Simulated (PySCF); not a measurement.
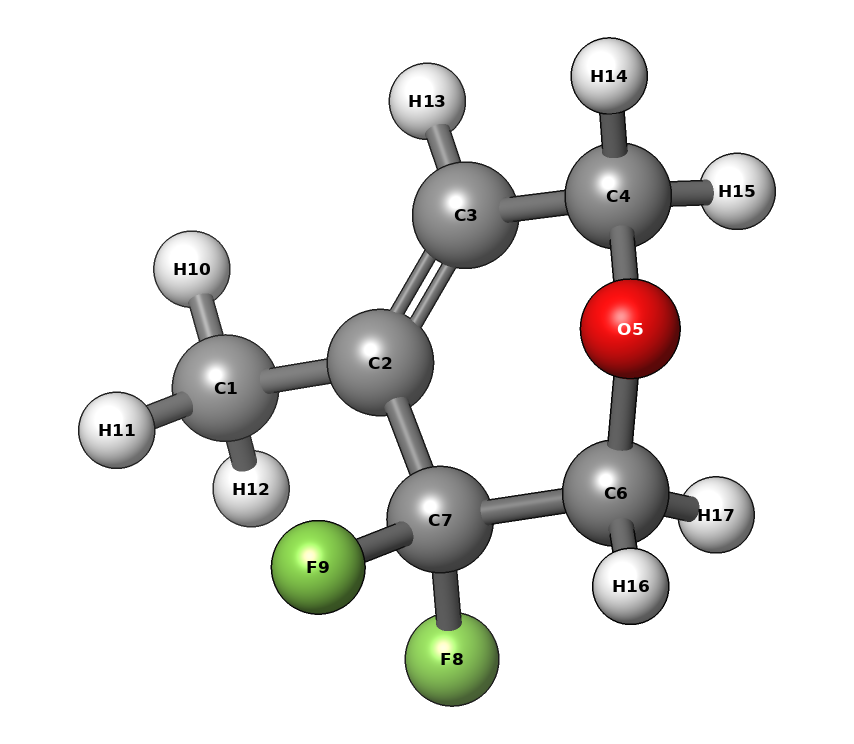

The computed structure is the end point of a GFN2-xTB optimisation. No frequency run is at hand to confirm it as a minimum. Electric field gradients from the ground-state density, PBE0/pcSseg-1 (PySCF 2.14.0), non-relativistic apart from any core potentials.

Give the largest field-gradient component, the quadrupole coupling constant and the asymmetry for 17O at O5 (Q = −25.6 mb).

```tsv
atom	V_zz (a.u.)	e²qQ/h (MHz)	η
O5	−2.025	12.18	0.98
```
